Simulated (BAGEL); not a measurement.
# GeH3O2F (SMILES [OH][GeH]([OH])[F]): a chain of runs

We compute a single-point energy (HF/6-31G*), then the energy (NEVPT2(2,2)/6-31G*), then a single-point energy (CASPT2(2,2)/6-31G*) of GeH3O2F. 

The calculation is run with BAGEL 1.2.2.

2 further runs of the same task are left out: 2 set aside as unsound or not needed.

## (1) The molecule

The species is GeH3O2F (7 atoms), meant as a singlet with charge 0. SMILES: `[OH][GeH]([OH])[F]`. The Ge2–O3 distance was set to 4.020 Å, away from the relaxed value. At this shape a bond of the SMILES string is far longer than usual.

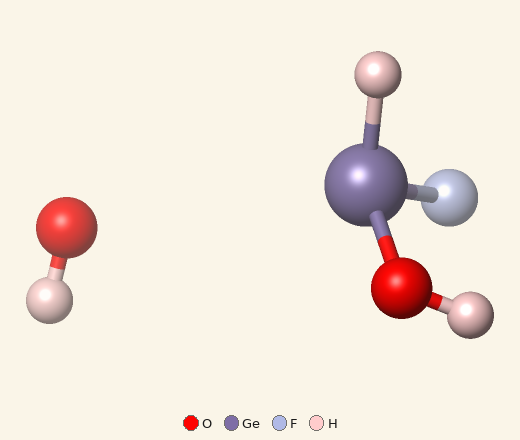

The structure, seen from a chosen angle (oxygen red, germanium purple, fluorine light blue, hydrogen pink).

## (2) A single-point energy at HF/6-31G(d) (density fitting with svp-jkfit, spherical functions) (run 1)

job.json

```json
{ "bagel" : [

{
  "title" : "molecule",
  "basis" : "6-31gs.json",
  "df_basis" : "svp-jkfit",
  "angstrom" : false,
  "geometry" : [
    { "atom" : "O", "xyz" : [    -4.66073359,     3.70060721,    -1.31724682 ] },
    { "atom" : "Ge", "xyz" : [    -4.19699480,     1.49510785,     1.12371241 ] },
    { "atom" : "O", "xyz" : [     2.86898220,    -1.23966034,     0.58127976 ] },
    { "atom" : "F", "xyz" : [    -6.37547107,    -0.88160070,     0.52051183 ] },
    { "atom" : "H", "xyz" : [    -6.27890607,     3.51446918,    -2.11962454 ] },
    { "atom" : "H", "xyz" : [    -4.62010447,     2.46378146,     3.79786385 ] },
    { "atom" : "H", "xyz" : [     3.40982182,    -1.45263247,    -1.13969383 ] }
  ]
},

{
  "title" : "hf"
},

{
  "title" : "print",
  "file" : "orbitals.molden",
  "orbitals" : true
}

]}
```

The basis set 6-31G* is read from a file made from the Basis Set Exchange's data (not shown).

Run with:

```sh
BAGEL_NUM_THREADS=1 BAGEL job.json > job.out
```

Output:

```text
* using 1 threads per process

  ===============================================================
  ===============================================================

  *** Geometry ***

  { "atom" : "O", "xyz" : [     -4.660734,      3.700607,     -1.317247 ] },
  { "atom" : "Ge", "xyz" : [     -4.196995,      1.495108,      1.123712 ] },
  { "atom" : "O", "xyz" : [      2.868982,     -1.239660,      0.581280 ] },
  { "atom" : "F", "xyz" : [     -6.375471,     -0.881601,      0.520512 ] },
  { "atom" : "H", "xyz" : [     -6.278906,      3.514469,     -2.119625 ] },
  { "atom" : "H", "xyz" : [     -4.620104,      2.463781,      3.797864 ] },
  { "atom" : "H", "xyz" : [      3.409822,     -1.452632,     -1.139694 ] },

  Number of auxiliary basis functions:      551

  Since a DF basis is specified, we compute 2- and 3-index integrals:
    o Being stored without compression. Storage requirement is 0.028 GB

  Number of basis functions:       80
  Number of electrons      :       60

    * METHOD: MOLECULE                             0.33

  *** RHF ***

  === Nuclear Repulsion ===
   266.9565592522

      * DIIS with orbital gradients will be used.

  === RHF iteration (6-31gs.json) ===
      0      -2325.19722560          0.03062989           0.11
      1      -2321.31403891          0.04910640           0.10
      2      -2325.46841944          0.01962363           0.10
      3      -2325.63107248          0.01091900           0.10
      4      -2325.71922493          0.00358328           0.10
      5      -2325.75040505          0.00179222           0.09
      6      -2325.75651823          0.00306927           0.09
      7      -2325.75967908          0.00198891           0.09
      8      -2325.76224088          0.00075568           0.10
      9      -2325.76267632          0.00015515           0.10
[... 18 lines of this table left out ...]
     28      -2325.76269707          0.00000002           0.09
     29      -2325.76269707          0.00000001           0.09
     30      -2325.76269707          0.00000001           0.10
     31      -2325.76269707          0.00000001           0.10
    * SCF iteration converged.

    * Permanent dipole moment:
           (    2.309382,    -1.177790,     0.052587) a.u.

    * METHOD: HF                                   3.40

    * METHOD: PRINT                                0.02

  ===============================================================
```

Wall time 3.9 s (1 thread of Arm Neoverse V1, shared host); peak memory 0.15 GiB.

## (3) The energy at NEVPT2(2,2)/6-31G(d) (density fitting with svp-jkfit, spherical functions) (run 2)

nevpt2.json

```json
{ "bagel" : [

{
  "title" : "molecule",
  "basis" : "6-31gs.json",
  "df_basis" : "svp-jkfit",
  "angstrom" : false,
  "geometry" : [
    { "atom" : "O", "xyz" : [ -4.66073359,  3.70060721, -1.31724682 ] },
    { "atom" : "Ge", "xyz" : [ -4.19699480,  1.49510785,  1.12371241 ] },
    { "atom" : "O", "xyz" : [  2.86898220, -1.23966034,  0.58127976 ] },
    { "atom" : "F", "xyz" : [ -6.37547107, -0.88160070,  0.52051183 ] },
    { "atom" : "H", "xyz" : [ -6.27890607,  3.51446918, -2.11962454 ] },
    { "atom" : "H", "xyz" : [ -4.62010447,  2.46378146,  3.79786385 ] },
    { "atom" : "H", "xyz" : [  3.40982182, -1.45263247, -1.13969383 ] }
  ]
},
{
  "title" : "hf"
},
{
  "title" : "casscf",
  "nstate" : 1,
  "nact" : 2,
  "nclosed" : 29,
  "active" : [30, 31],
  "maxiter" : 200,
  "natocc" : true
},
{
  "title" : "nevpt2",
  "nstate" : 1,
  "nact" : 2,
  "nclosed" : 29,
  "active" : [30, 31],
  "maxiter" : 200,
  "natocc" : true,
  "ncore" : 12
},
{
  "title" : "print",
  "file" : "orbitals.molden",
  "orbitals" : true
}

]}
```

The basis set 6-31G* is read from a file made from the Basis Set Exchange's data (not shown).

Run with:

```sh
BAGEL_NUM_THREADS=1 BAGEL nevpt2.json > nevpt2.out
```

Output:

```text
* using 1 threads per process

  ===============================================================
  ===============================================================

  *** Geometry ***

  { "atom" : "O", "xyz" : [     -4.660734,      3.700607,     -1.317247 ] },
  { "atom" : "Ge", "xyz" : [     -4.196995,      1.495108,      1.123712 ] },
  { "atom" : "O", "xyz" : [      2.868982,     -1.239660,      0.581280 ] },
  { "atom" : "F", "xyz" : [     -6.375471,     -0.881601,      0.520512 ] },
  { "atom" : "H", "xyz" : [     -6.278906,      3.514469,     -2.119625 ] },
  { "atom" : "H", "xyz" : [     -4.620104,      2.463781,      3.797864 ] },
  { "atom" : "H", "xyz" : [      3.409822,     -1.452632,     -1.139694 ] },

  Number of auxiliary basis functions:      551

[... 21 lines left out ...]
    * SCF iteration converged.
[... 1 line left out ...]
    * Permanent dipole moment:
[... 27 lines left out ...]
    * Second-order optimization converged. *
[... 1 line left out ...]
     guess   0:   closed 1.                   open ..

  === FCI iteration ===

      0  0     -2325.72743504     1.18e-01      0.00
      1  0     -2325.91628492     3.43e-02      0.00
      2  0 *   -2325.92823567     5.72e-16      0.00

     * ci vector, state   0, <S^2> = 0.0000
       2.     0.7497674662
       .2    -0.6617014030

    * METHOD: CASSCF                               5.38

    * freezing 12 orbitals

  === DF-NEVPT2 calculation ===

    * 3-index integral transformation done
    * assembly done

      NEVPT2 correlation energy:   -0.7297911847      0.19

          (+0)     -0.6479886048
          (+0)'    -0.0113871312
          (+1)     -0.0210405978
          (+1)'    -0.0000000000
          (+2)     -0.0000323513
          (-1)     -0.0492911320
          (-1)'     0.0000000000
          (-2)     -0.0000513675

      NEVPT2 total energy:       -2326.6580268588

    * METHOD: NEVPT2                               0.36

    * METHOD: PRINT                                0.02

  ===============================================================
```

Run time: 9.9 s. Hardware: 1 thread of Arm Neoverse V1, shared host; peak memory 0.15 GiB.

## (4) A single-point energy at CASPT2(2,2)/6-31G(d) (density fitting with svp-jkfit, spherical functions) (run 3)

calc.json

```json
{ "bagel" : [

{
  "title" : "molecule",
  "basis" : "6-31gs.json",
  "df_basis" : "svp-jkfit",
  "angstrom" : "false",
  "geometry" : [
    { "atom" : "O", "xyz" : [ -4.66073359,  3.70060721, -1.31724682 ] },
    { "atom" : "Ge", "xyz" : [ -4.19699480,  1.49510785,  1.12371241 ] },
    { "atom" : "O", "xyz" : [  2.86898220, -1.23966034,  0.58127976 ] },
    { "atom" : "F", "xyz" : [ -6.37547107, -0.88160070,  0.52051183 ] },
    { "atom" : "H", "xyz" : [ -6.27890607,  3.51446918, -2.11962454 ] },
    { "atom" : "H", "xyz" : [ -4.62010447,  2.46378146,  3.79786385 ] },
    { "atom" : "H", "xyz" : [  3.40982182, -1.45263247, -1.13969383 ] }
  ]
},
{ "title" : "hf" },
{ "title" : "casscf", "nstate" : 1, "nact" : 2, "nclosed" : 29, "active" : [30, 31], "maxiter" : 200, "natocc" : "true" },
{ "title" : "print", "file" : "orbitals.molden", "orbitals" : "true" },
{ "title" : "smith", "method" : "caspt2", "ms" : "true", "xms" : "true", "sssr" : "true", "shift" : 0.2, "shift_imag" : "true", "ncore" : 12 }

]}
```

The basis set 6-31G* is read from a file made from the Basis Set Exchange's data (not shown).

Run with:

```sh
BAGEL_NUM_THREADS=1 BAGEL calc.json > calc.out
```

Output:

```text
* using 1 threads per process

  ===============================================================
  ===============================================================

  *** Geometry ***

  { "atom" : "O", "xyz" : [     -4.660734,      3.700607,     -1.317247 ] },
  { "atom" : "Ge", "xyz" : [     -4.196995,      1.495108,      1.123712 ] },
  { "atom" : "O", "xyz" : [      2.868982,     -1.239660,      0.581280 ] },
  { "atom" : "F", "xyz" : [     -6.375471,     -0.881601,      0.520512 ] },
  { "atom" : "H", "xyz" : [     -6.278906,      3.514469,     -2.119625 ] },
  { "atom" : "H", "xyz" : [     -4.620104,      2.463781,      3.797864 ] },
  { "atom" : "H", "xyz" : [      3.409822,     -1.452632,     -1.139694 ] },

  Number of auxiliary basis functions:      551

[... 21 lines left out ...]
    * SCF iteration converged.
[... 1 line left out ...]
    * Permanent dipole moment:
[... 27 lines left out ...]
    * Second-order optimization converged. *
[... 9 lines left out ...]
     * ci vector, state   0, <S^2> = 0.0000
[... 16 lines left out ...]
    * Zeroth order energy : state  0       -0.3916311596
[... 4 lines left out ...]
       #      aibj      arbs      arbi      airj      risj      airs      arst      rist         Etot      error   time
[... 2 lines left out ...]
       0  -0.64643  -0.00007  -0.05412  -0.02313  -0.00005  -0.01130   0.00000   0.00000   -0.7351020  0.0004509   0.10
       1  -0.64644  -0.00007  -0.05417  -0.02314  -0.00005  -0.01134  -0.00000   0.00000   -0.7352116  0.0000345   0.08
       2  -0.64644  -0.00007  -0.05417  -0.02314  -0.00005  -0.01134  -0.00000  -0.00000   -0.7352125  0.0000032   0.09
       3  -0.64644  -0.00007  -0.05417  -0.02314  -0.00005  -0.01134  -0.00000  -0.00000   -0.7352125  0.0000004   0.09

      ------------------------------------------------------------------------------------------------------------------

    * CASPT2 energy : state  0    -2326.6657211135
        w/o shift correction      -2326.6634481358
        reference weight              0.8472848237

    * METHOD: SMITH                                0.66

  ===============================================================
```

Wall time 9.9 s (1 thread of Arm Neoverse V1, shared host); peak memory 0.21 GiB.

## (5) Summary of results

| quantity | value |
| --- | --- |
| run 1, HF/6-31G*: total energy | -2325.76270 Eh |
| run 1, HF/6-31G*: dipole moment | 6.59 D |
| run 1, HF/6-31G*: HOMO energy | -7.66 eV |
| run 1, HF/6-31G*: LUMO energy | -2.57 eV |
| run 1, HF/6-31G*: HOMO–LUMO gap | 5.09 eV |
| run 2, NEVPT2(2,2)/6-31G*: total energy | -2326.65803 Eh |
| run 3, CASPT2(2,2)/6-31G*: total energy | -2326.66572 Eh |

In words: One bond (run 1, HF/6-31G*) is far stretched, which a spin-restricted single reference describes badly; a broken-symmetry solution may lie lower.
